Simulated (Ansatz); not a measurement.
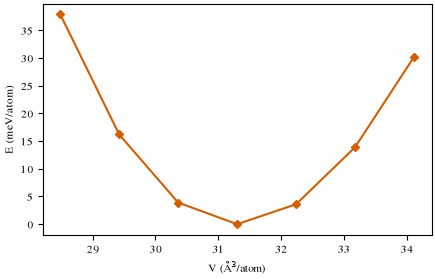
Fig. 1. Y (hcp (Mg type), P6_3/mmc) under volume change, DFT-PBEsol in the program Ansatz with PAW potentials, shape and atoms relaxed at each volume.

Problem. What does a third-order Birch–Murnaghan fit give for V₀, B₀ and B′?

Solution. V₀ = 31.30 Å³/atom, B₀ = 42.6 GPa, B′ = 2.8.

Symmetry was held in the PBEsol relaxation. The workflow began spin-polarised and lost its moments.

Potentials: the earlier of the program's two PAW sets. The files were generated under PBE; for other functionals the program regenerates the frozen cores, and for LDA and PBEsol the local potential too.
